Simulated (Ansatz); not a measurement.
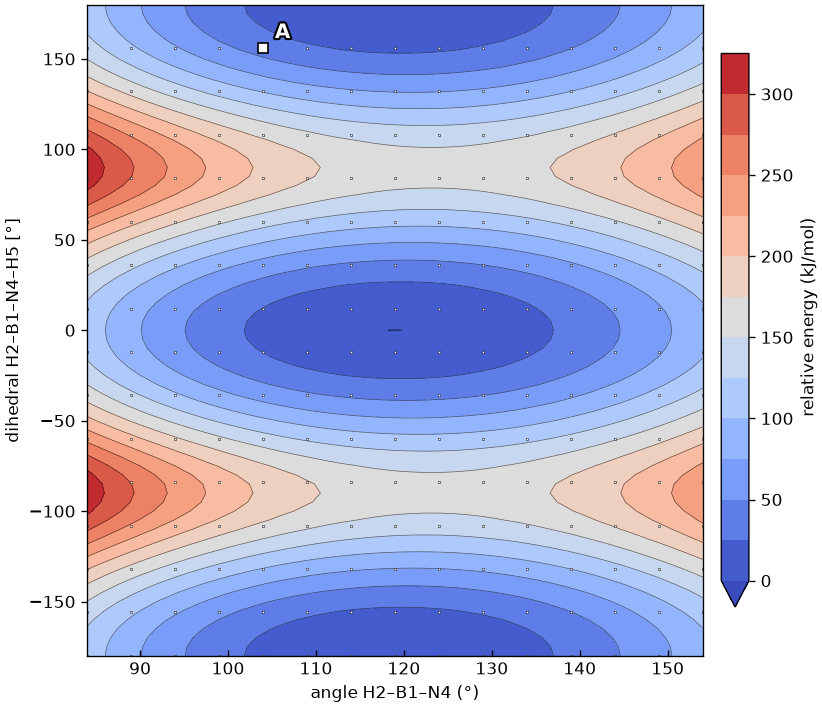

BH2(NH2) (BH₄N). First axis: angle H2–B1–N4. Second axis: dihedral H2–B1–N4–H5. Nothing is relaxed (all other coordinates rigid). The grid has 15 × 15 points; 120 points were computed and 105 follow by symmetry. Points are written as (first, second). Energies: kJ/mol, counted from the lowest grid point. These are results of RKS r2SCAN0-D4/def2-TZVP in Ansatz, not measurements.

The picture shows filled contours, dots at the grid points, the point A. Between grid points the surface is interpolated.

Is A at rest? If not, where is it pushed?

Answer. A, at (104°, 156°), is not a stationary point. The computed force is 2.7 kJ/mol for each degree towards larger values of angle H2–B1–N4 and 1.7 kJ/mol for each degree towards larger values of dihedral H2–B1–N4–H5.
